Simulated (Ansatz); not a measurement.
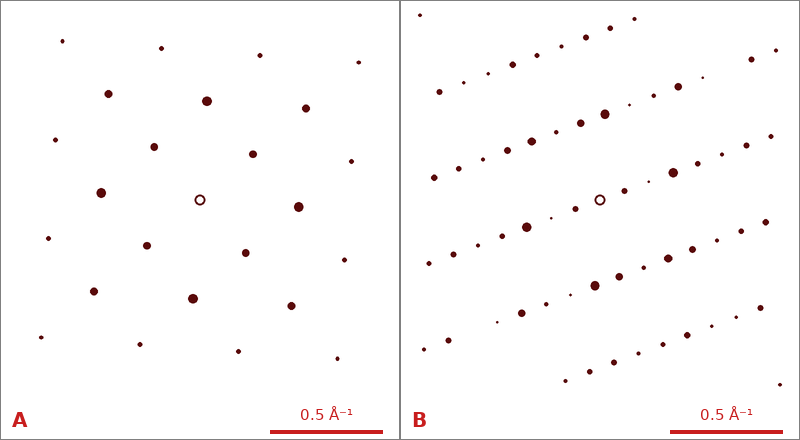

Kinematic electron diffraction patterns (120 kV, B = 0.5 Å², same scale, each along a low-index zone) of two structures of composition Na2Al, each relaxed at zero pressure with DFT PBE, scalar-relativistic, plane waves, PAW in Ansatz 0.2.0.

The structures (standard cells):
1. R-3m (No. 166), a = 3.262 Å, c = 25.593 Å (hexagonal axes), 9 atoms; generated start, possibly hypothetical
2. P4/nmm (No. 129), a = 4.488 Å, c = 8.801 Å, 6 atoms; generated start, possibly hypothetical

### Which pattern belongs to which structure, and along which zone?

A is structure 2 along [001]: square net of 1 -1 0 at d = 3.17 Å and 1 1 0 at d = 3.17 Å, 90.0° apart (some points of this net are extinct or too weak to see). B is structure 1 along [100] or an equivalent direction: oblique net of 0 0 3 at d = 8.53 Å and 0 -1 1 at d = 2.81 Å, 83.7° apart (some points of this net are extinct or too weak to see).

### Rank the structures by their computed energy.

Structure 1 (R-3m, 26.20 Å³ an atom) is the lowest of these; structure 2 (P4/nmm, 29.54 Å³ an atom) lies about 110 meV an atom higher. These are static energies at 0 K; other structures, not shown, may lie lower still.
